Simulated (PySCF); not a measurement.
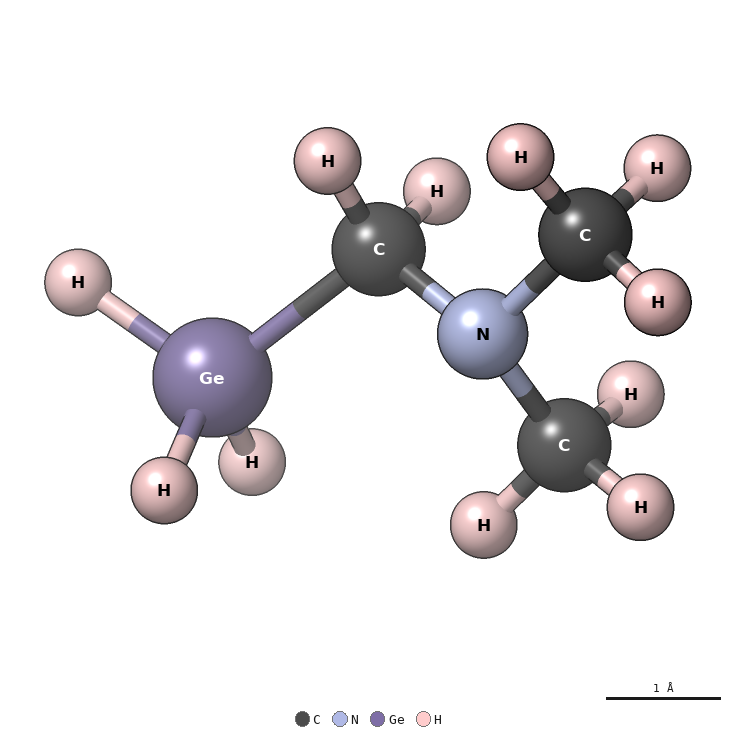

Atoms fade into the background with distance from the viewer. Computed geometry: GFN2-xTB optimisation. No frequency run is at hand to confirm it as a minimum. Masses are those of the most abundant isotopes; constants are for the rigid equilibrium geometry.

Q: What kind of rotor is it, and what are its rotational constants in MHz?

A: An asymmetric top (C1): A = 7706, B = 1435, C = 1286 MHz. Ray's parameter κ is −0.95, close to the prolate limit.
